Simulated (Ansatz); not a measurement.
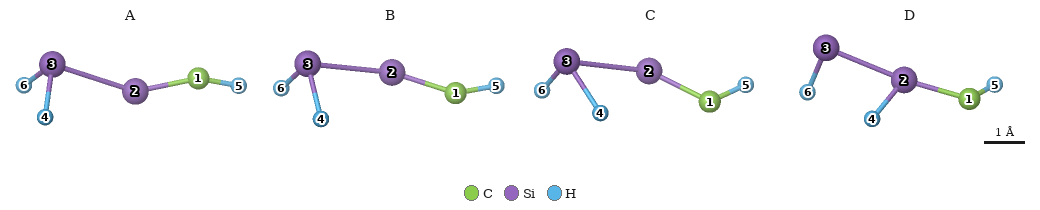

4 geometries from one relaxation of CH3Si2 (charge −1), in shuffled order. The picture is a ball-and-stick view, seen at a tilt.

It is one of the separated reactants of a reaction.

Theory: RKS PBE-D4/def2-SVPD (Ansatz). (force threshold 0.03 eV/Å; at most 250 steps)

Put them in the order of the run, from the start to the converged end.

Answer. D, C, B, A. They are steps 0, 4, 7, 17, at +40.9 kcal/mol, +12.0 kcal/mol, +3.93 kcal/mol relative to the last. The atom that moves furthest after the best rigid fit is H4 (1.37 Å). By element the largest moves are H 1.37 Å, C 0.72 Å, Si 0.50 Å. Some distances before and after: Si2–H4 1.420 → 2.864 Å, Si3–H4 2.161 → 1.553 Å, Si2–Si3 2.167 → 2.361 Å, C1–Si2 1.727 → 1.654 Å. New bonds form: Si3–H4 (2.16 → 1.55 Å). Bonds break: Si2–H4 (1.42 → 2.86 Å). Among the angles between lasting bonds that change: Si2–C1–H5 122.3° → 157.1°, C1–Si2–Si3 172.2° → 149.5°, Si2–Si3–H6 84.6° → 91.7°. After 14 accepted moves (17 points after the start) the energy has fallen by 40.9 kcal/mol. Largest force component: 3.8 eV/Å at the start, 0.0023 eV/Å at the end. The line search rejected the trial steps at points 11, 13, 16 of the run. The forces were under the threshold at step 14, but the run went on from there.
